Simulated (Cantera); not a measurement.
Charge: 1 mol Al2O3, 8.4 mol Cl2, 0.18 mol O2, at 1300 Pa.

These are equilibrium values from Cantera (NASA tables, ideal gas, pure condensed phases), not measurements of a reactor. Candidate condensed phases: Al, AlCl3, Al2O3; 17 gas species. Equilibrium is a limit: real reactors are often held back by kinetics, nucleation or transport.

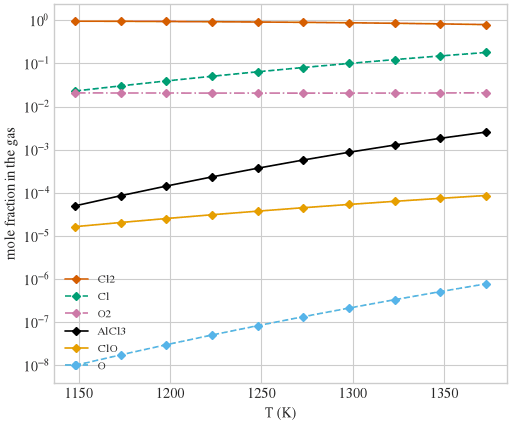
Figure. Equilibrium gas composition (values under 1e-9 drawn at 1e-9)

Task: Read off the mole fractions at 1348 K.

Result: Cl2 about 0.83, Cl about 0.15, O2 about 0.021, AlCl3 about 0.0018, ClO about 7.5e-5, O about 5.2e-7.
